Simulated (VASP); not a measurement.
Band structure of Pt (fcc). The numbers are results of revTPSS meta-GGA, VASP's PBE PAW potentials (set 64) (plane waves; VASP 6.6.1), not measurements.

Unless said otherwise, spin-orbit coupling is left out, though it shifts the bands of the heavy elements here.

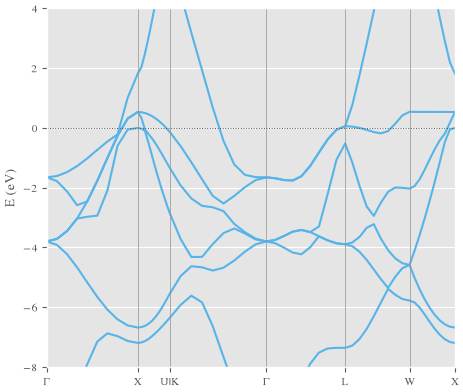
*Bands along high-symmetry lines, zero at the valence-band maximum or, without a gap, the Fermi level*

Read the plot: is there a gap, and where are the band edges?

It has no gap at this level: it comes out as a metal or semimetal.

The compound is Pt in the fcc structure. It was relaxed first.
